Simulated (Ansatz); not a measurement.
Breaking the Mg1–H2 bond in FHMg (SMILES [F][MgH]) (multiplicity 1 held, fragments rigid). Energies count from the point at 1.682 Å.
Geometry at that point (charge 0, multiplicity 1):
```xyz
3

Mg     0.0000     0.0000    -0.6440
H      0.0000     0.0000    -2.3255
F      0.0000     0.0000     1.1170
```

R- and RO- levels are restricted; in cc, def2 and unpolarised 6-31G sets they are followed outwards from rest. U- levels take the lowest unrestricted solution at each point, which mixes spins at long bonds. Active spaces are followed from a long bond inwards. Curves can end on different states.

Frozen-core correlation.

The values were computed with Ansatz (a quantum-chemistry and plane-wave program). 

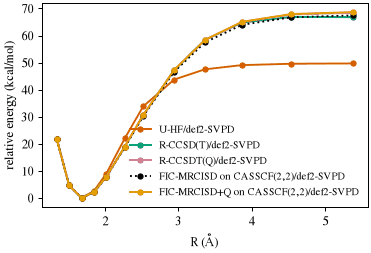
Figure. Relative energy along the coordinate

Doubts at one or more of the structures used: a spin-contaminated determinant (U-HF/def2-SVPD); a restricted determinant that unrestricted orbitals would lower (R-CCSD(T)/def2-SVPD, R-CCSDT(Q)/def2-SVPD); T1 above 0.05 (R-CCSD(T)/def2-SVPD, R-CCSDT(Q)/def2-SVPD); other coupled-cluster roots lie near (R-CCSD(T)/def2-SVPD, R-CCSDT(Q)/def2-SVPD).
